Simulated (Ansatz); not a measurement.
**SiNH5 (Si(NH2)H3) at B2PLYP/STO-3G**

What is the vertical electron affinity of SiNH5 (Si(NH2)H3) at B2PLYP/STO-3G? 

Program for the calculation: Ansatz 0.2.0.

49 further runs of the same task are left out: 49 set aside as unsound or not needed.

## (1) The structure to begin with

The species is SiNH5 (7 atoms), meant as a singlet with charge 0. SMILES: `[H][Si]([H])([H])N`. The shape is that of a GFN2-xTB optimisation.

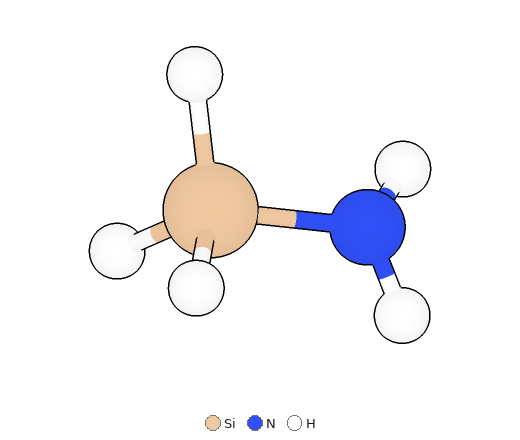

Viewed from a chosen angle; silicon light orange, nitrogen blue, hydrogen white.

## (2) The energy at B2PLYP/STO-3G

Input file input.yaml:

```yaml
crystal:
  periodic: [false, false, false]
  atoms:
    - {symbol: Si, position_ang: [-0.000690, 0.002380, -0.682990]}
    - {symbol: "N", position_ang: [0.090660, 0.178690, 1.028560]}
    - {symbol: H, position_ang: [0.707680, -0.428190, 1.543790]}
    - {symbol: H, position_ang: [-0.763660, 0.307400, 1.545850]}
    - {symbol: H, position_ang: [1.387750, -0.009920, -1.135540]}
    - {symbol: H, position_ang: [-0.747920, 1.169350, -1.146100]}
    - {symbol: H, position_ang: [-0.673820, -1.219710, -1.153570]}
basis:
  gaussian: {orbitals: STO-3G}
hamiltonian: {xc: {name: B2PLYP}}
correlation: {frozen_orbitals: {H: 0, "N": 1, Si: 5}}
accuracy: high
```

On the command line:

```bash
$ ansatz run input.yaml --threads 1 --pin off --max-ram 2610MiB --events-out events.jsonl --progress --plain --runs-dir runs
```

The log of the run:

```text
Warning: RAYON_NUM_THREADS=1 ignored (pool sized by the plan → 1); use --threads N
Functional definition: B2PLYP
  name "B2PLYP"
  parameter a = 0.53
  parameter c = 0.27
  exchange = (1 - a)*b88_x + a*exact_x
  correlation = (1 - c)*lyp_c + c*(mp2_os + mp2_ss)
337 factors; integrals over basis functions are off by at most 8.3e-9 eV
mean field evaluation 1: about -9329.1302 eV, gradient 1.8e1 eV
mean field evaluation 2: about -9329.1220 eV, gradient 1.8e1 eV
mean field evaluation 4: about -9330.1108 eV, gradient 7.0e-1 eV
mean field evaluation 8: about -9330.1121 eV, gradient 1.9e-3 eV
mean field -9330.11205305 eV, -342.8752937725 hartree, gradient 7.0e-8 eV, S^2 0.000000; 0 other end points of the search recorded, 0 dependent functions left out
6 core orbitals not correlated: weight in the atoms' cores, before any rotation towards them, 1.000 or more for the frozen orbitals, at most 0.000 for the correlated occupied ones
reference -9330.11207134 eV, -342.8752944448 hartree; 7, 7 occupied and 6, 6 virtual orbitals, 337 factors
second order -2.90691635 eV of doubles, -0.00000000 eV of singles
Total energy: -9330.89693876 eV, -342.9041377903 hartree
```

It took 1.2 s on 1 thread of Arm Neoverse V2, shared host; peak memory 0.1 GiB.

## (3) The doublet anion, same level

Input file in.yaml:

```yaml
crystal:
  periodic: [false, false, false]
  atoms:
    - {symbol: Si, position_ang: [-0.000690, 0.002380, -0.682990]}
    - {symbol: N, position_ang: [0.090660, 0.178690, 1.028560]}
    - {symbol: H, position_ang: [0.707680, -0.428190, 1.543790]}
    - {symbol: H, position_ang: [-0.763660, 0.307400, 1.545850]}
    - {symbol: H, position_ang: [1.387750, -0.009920, -1.135540]}
    - {symbol: H, position_ang: [-0.747920, 1.169350, -1.146100]}
    - {symbol: H, position_ang: [-0.673820, -1.219710, -1.153570]}
basis:
  gaussian: {orbitals: STO-3G}
total_charge: -1
magnetization: {spin_polarized: true, initial_magnetization: 1}
hamiltonian: {xc: {name: B2PLYP}}
correlation: {frozen_orbitals: {H: 0, "N": 1, Si: 5}}
accuracy: high
```

On the command line:

```bash
$ ansatz run in.yaml --threads 1 --pin off --max-ram 2610MiB --events-out events.jsonl --progress --plain --runs-dir runs
```

The log of the run, cut to the lines that bear on the results:

```text
Warning: RAYON_NUM_THREADS=1 ignored (pool sized by the plan → 1); use --threads N
[... 2 set-up lines as earlier in the session ...]
[...]
337 factors; integrals over basis functions are off by at most 8.3e-9 eV
[...]
mean field -9317.78213868 eV, -342.4221777770 hartree, gradient 3.4e-8 eV, S^2 0.755907; 4 other end points of the search recorded, 0 dependent functions left out
6 core orbitals not correlated: weight in the atoms' cores, before any rotation towards them, 0.999 or more for the frozen orbitals, at most 0.000 for the correlated occupied ones
reference -9317.78215626 eV, -342.4221784231 hartree; 8, 7 occupied and 5, 6 virtual orbitals, 337 factors
second order -2.66336610 eV of doubles, -0.00000000 eV of singles
Total energy: -9318.50126511 eV, -342.4486051858 hartree
```

It took 2.8 s on 1 thread of Arm Neoverse V2, shared host; peak memory 0.14 GiB.

## (4) What came out

At B2PLYP/STO-3G, 6 core orbitals frozen:

| quantity | value |
| --- | --- |
| singlet SiNH5: total energy | -342.90414 Eh |
| doublet anion: total energy | -342.44861 Eh |
| doublet anion: ⟨S²⟩ | 0.756 |
| vertical electron affinity (to the doublet anion) | -12.396 eV |

What this shows: The anion lies 12.40 eV (286 kcal/mol) above the neutral: the electron isn't bound at this level, and such a value depends on the basis. Without diffuse functions anions come out too high. In a minimal basis such a difference can be off by several eV, whatever the method.
